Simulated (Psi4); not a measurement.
**CCSD/aug-cc-pVDZ run of CH2ClF (chlorofluoromethane)**

Aim: the vertical ionisation energy of CH2ClF (chlorofluoromethane) at CCSD/aug-cc-pVDZ, from 2 runs. 

The results are computed with Psi4 1.11.

## 1. Starting point

The species is CH2ClF (5 atoms), meant as a singlet with charge 0. SMILES: `FCCl`. Geometry: relaxed at PBE0-D4/def2-TZVP.

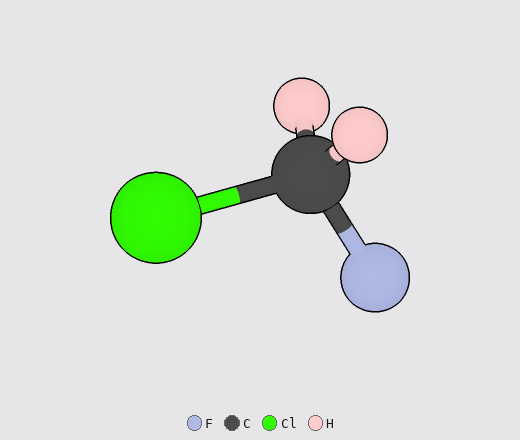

The structure, seen from a chosen angle (fluorine light blue, carbon dark grey, chlorine green, hydrogen pink).

## 2. The energy at CCSD/aug-cc-pVDZ

Input file input.dat:

```
memory 2.2 GB

molecule system {
  F
  C 1 1.354563
  Cl 2 1.766415 1 110.48425
  H 2 1.089325 1 109.25586 3 -118.39153
  H 2 1.089323 4 112.30057 1 121.38929
  symmetry c1
}

set {
  puream          true
  e_convergence   1e-09
  d_convergence   1e-08
  scf_type        pk
  num_frozen_docc 7
}

energy('ccsd/aug-cc-pVDZ')
```

Started as:

```sh
psi4 input.dat output.dat -n 1
```

output.dat:

```text
[...]
  Running in c1 symmetry.
[...]
  Nuclear repulsion =  101.669878363896174
[...]
  Multiplicity = 1
[...]
  Nalpha       = 17
  Nbeta        = 17
[...]
    Number of basis functions: 91
[...]
   @RHF iter   1:  -597.94702590311556   -3.98116e-01   2.84385e-03 DIIS/ADIIS
[...]
   @RHF iter  11:  -597.98286640704919   -5.57066e-12   5.77185e-09 DIIS
[...]
    Orbital Energies [Eh]
    ---------------------
    Doubly Occupied:
       1A   -104.843967     2A    -26.330820     3A    -11.396791
       4A    -10.571115     5A     -8.038805     6A     -8.035455
       7A     -8.035304     8A     -1.643682     9A     -1.151163
      10A     -0.935109    11A     -0.752020    12A     -0.737356
      13A     -0.702185    14A     -0.588351    15A     -0.545056
      16A     -0.471160    17A     -0.454535
[...]
  @RHF Final Energy:  -597.98286640704919
   => Energetics <=
    Nuclear Repulsion Energy =            101.6698783638961743
    One-Electron Energy =               -1028.8397418915978960
    Two-Electron Energy =                 329.1869971206526202
    Total Energy =                       -597.9828664070491868
[...]
 Multipole Moments:
 ------------------------------------------------------------------------------------
     Multipole            Electronic (a.u.)      Nuclear  (a.u.)        Total (a.u.)
 ------------------------------------------------------------------------------------
 L = 1.  Multiply by 2.5417464519 to convert [e a0] to [Debye]
 Dipole X            :          0.0000051           -0.0000052           -0.0000001
 Dipole Y            :         -1.7840007            2.4451299            0.6611292
 Dipole Z            :         -0.9270140            1.3863250            0.4593110
 Magnitude           :                                                    0.8050207
[...]
      * MP2 total energy                      = -598.480524034221617
[...]
      * CCSD total energy                     = -598.506433012804450
[...]
```

Run time: 17 s. Hardware: 1 thread of Intel Xeon 6975P-C (Granite Rapids), shared host; peak memory 0.68 GiB.

## 3. The doublet cation at the same level

Input file ch2clf.xyz:

```xyz
5
CH2ClF
F     -0.970450     0.560520     0.766500
C      0.083560     0.089320     0.058070
Cl    -0.422970    -1.232890    -0.998060
H      0.832130    -0.302600     0.745580
H      0.477720     0.885670    -0.572080
```

Input file calc.py:

```python
import psi4

psi4.set_memory('2200 MB')
psi4.set_num_threads(1)
psi4.core.set_output_file('output.dat', False)

with open('ch2clf.xyz') as f:
    atoms = ''.join(f.readlines()[2:])
geom = psi4.geometry('1 2\n' + atoms + 'symmetry c1\nno_reorient\nno_com')

psi4.set_options({
    'basis': 'aug-cc-pVDZ',
    'reference': 'uhf',
    'puream': True,
    'e_convergence': 1e-09,
    'd_convergence': 1e-08,
    'scf_type': 'pk',
    'num_frozen_docc': 7,
    'maxiter': 100,
})

e, wfn = psi4.energy('ccsd', return_wfn=True)
print(f'ccsd energy: {e:.10f} Eh')
```

Started as:

```sh
python calc.py
```

output.dat:

```text
[...]
  Running in c1 symmetry.
[...]
  Nuclear repulsion =  101.669889195457586
[...]
  Multiplicity = 2
[...]
  Nalpha       = 17
  Nbeta        = 16
[...]
    Number of basis functions: 91
[...]
   @UHF iter   1:  -597.48336047502801    6.55508e-02   3.80671e-03 ADIIS/DIIS
[...]
   @UHF iter  15:  -597.58310849809322   -1.10276e-11   7.45377e-09 DIIS
[...]
   @S^2 Observed:                7.598450265E-01
[...]
    Orbital Energies [Eh]
    ---------------------
    Alpha Occupied:
       1A   -105.255760     2A    -26.561892     3A    -11.660037
       4A    -10.977739     5A     -8.462850     6A     -8.439915
       7A     -8.436389     8A     -1.871743     9A     -1.533288
      10A     -1.212966    11A     -1.008845    12A     -0.976796
      13A     -0.965315    14A     -0.905797    15A     -0.833709
      16A     -0.823530    17A     -0.800384
    Alpha Virtual:
      18A     -0.119109    19A     -0.108033    20A     -0.082173
      21A     -0.064857    22A     -0.053631    23A     -0.020989
      24A     -0.019240    25A     -0.015844    26A      0.009542
[...]
  @UHF Final Energy:  -597.58310849809322
   => Energetics <=
    Nuclear Repulsion Energy =            101.6698891954575856
    One-Electron Energy =               -1018.2268260959159534
    Two-Electron Energy =                 318.9738284023652000
    Total Energy =                       -597.5831084980932246
  UHF NO Occupations:
  HONO-2 :   15  A 1.9994565
  HONO-1 :   16  A 1.9963089
[...]
 Multipole Moments:
 ------------------------------------------------------------------------------------
     Multipole            Electronic (a.u.)      Nuclear  (a.u.)        Total (a.u.)
 ------------------------------------------------------------------------------------
 L = 1.  Multiply by 2.5417464519 to convert [e a0] to [Debye]
 Dipole X            :         26.8603939          -26.6703284            0.1900655
 Dipole Y            :         26.6316981          -27.9593673           -1.3276692
 Dipole Z            :         16.7920352          -18.0404594           -1.2484242
 Magnitude           :                                                    1.8323191
[...]
      * MP2 total energy                      = -598.045764234323087
[...]
      * CCSD total energy                     = -598.078712541521327
```

Standard output:

```text
ccsd energy: -598.0787125415 Eh
```

Run time: 47 s. Hardware: 1 thread of Intel Xeon 6975P-C (Granite Rapids), shared host; peak memory 0.67 GiB.

## 4. Summary of results

At CCSD/aug-cc-pVDZ, 7 core orbitals frozen:

| quantity | value |
| --- | --- |
| singlet CH2ClF: total energy | -598.50643 Eh |
| singlet CH2ClF: HOMO energy (Hartree–Fock orbitals) | -12.37 eV |
| singlet CH2ClF: LUMO energy (Hartree–Fock orbitals) | 0.94 eV |
| singlet CH2ClF: HOMO–LUMO gap (Hartree–Fock orbitals) | 13.30 eV |
| singlet CH2ClF: correlation energy (7 core orbitals frozen) | -523.6 mEh |
| singlet CH2ClF: T1 diagnostic | 0.012 |
| doublet cation: total energy | -598.07871 Eh |
| doublet cation: HOMO energy (Hartree–Fock orbitals) (highest over α and β) | -21.73 eV |
| doublet cation: LUMO energy (Hartree–Fock orbitals) (lowest over α and β) | -9.47 eV |
| doublet cation: correlation energy (7 core orbitals frozen) | -495.6 mEh |
| doublet cation: ⟨S²⟩ of the reference determinant | 0.760 |
| doublet cation: T1 diagnostic | 0.038 |
| vertical ionisation energy (to the doublet cation) | 11.639 eV |

**Reading.** Removing an electron at fixed nuclei costs 11.64 eV (1123 kJ/mol).
